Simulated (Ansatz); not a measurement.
CH$_{4}$AlF···H$_{2}$

```xyz
9

Al   -0.0790    0.6946   -0.4498
H     0.3158   -0.2426    2.0387
C     1.6876    0.0628   -0.9695
H     1.7683   -1.0294   -0.8823
H     1.9051    0.3103   -2.0190
H     2.4884    0.5110   -0.3672
H    -1.4312   -0.1193   -0.6336
F    -0.2423    2.2334    0.1622
H     0.1601    0.4775    2.1465
```

Method: RKS r2SCAN/6-31G* (Ansatz 0.2.0).

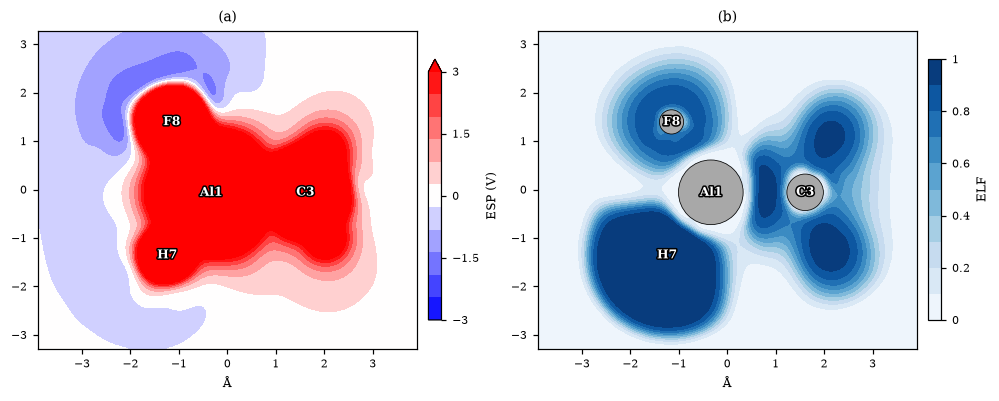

Figure 1. (a) electrostatic potential; (b) electron localisation function on the plane of atoms C3, Al1 and F8. Grey discs cover the atomic cores in the ELF map.

Question: What does the map show?

Answer:
- The plane passes through Al, C, H and F nuclei.
- Al–F (1.66 Å): the ELF peaks at about 0.85 in the valence shell of F, 0.5 Å from its nucleus, and is about 0.20 at the midpoint.
- C–Al (1.95 Å): the ELF peaks at about 0.95 between the atoms: a polar covalent bond.
- Al–H (1.59 Å): the ELF climbs to about 1 towards the hydrogen.
- The ELF also peaks beside F8, away from the bonds: lone-pair regions.
- Outside the dense part of the complex the potential is most negative (−1.8 V) near F8.

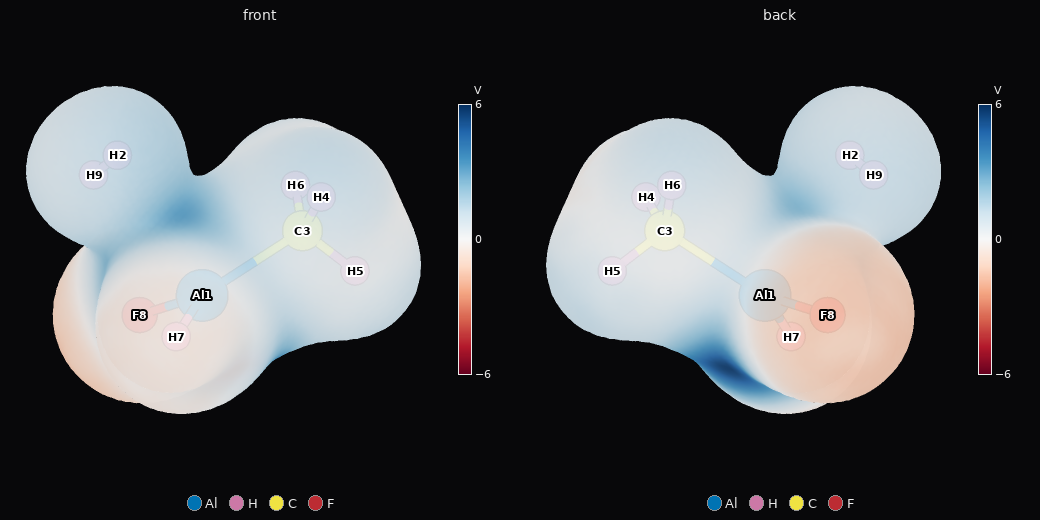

Figure 2. The molecular electrostatic potential painted on the density surface at 0.004 e/bohr³, seen from the front and from behind; red is negative and blue positive.

Question: Which sites attract a positive test charge, and which a negative one?

Answer: A positive charge is drawn to the negative regions and a negative charge to the positive ones. The most negative region (about −1.5 V) lies over F8, the most positive (about +5.1 V) over Al1.

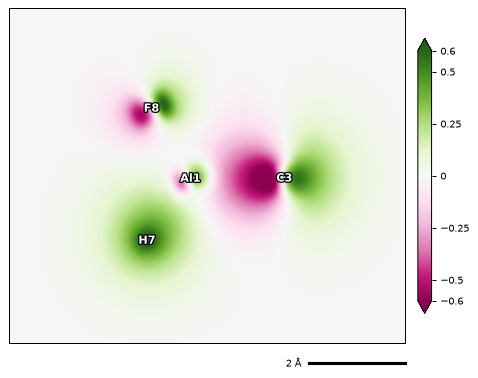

Figure 3. One frontier orbital on the plane of atoms C3, Al1 and F8 (values in Å⁻³ᐟ²; the overall sign is arbitrary).

Question: Which orbital is it: HOMO or LUMO?

Answer: The HOMO, at −7.04 eV. Its weight (Hirshfeld) is mainly on C3 (about 35 %), Al1 (about 25 %), H7 (about 25 %) and F8 (about 5 %).

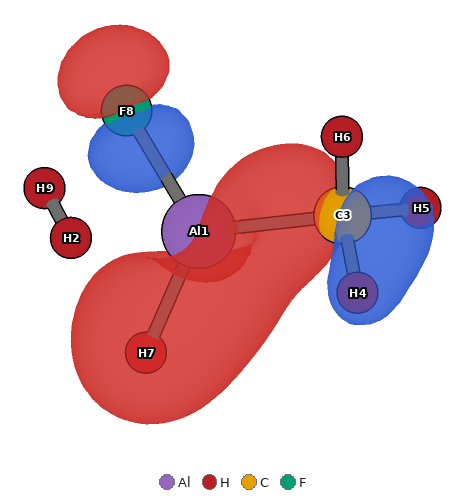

Figure 4. The HOMO−1 at ±0.15 Å⁻³ᐟ² (blue and red are the two phases), seen from one side.

Question: What is the character of this orbital?

Answer: By Hirshfeld shares it lies mainly on Al1 (about 30 %), H7 (about 25 %), F8 (about 25 %) and C3 (about 15 %). Its energy is −8.71 eV.
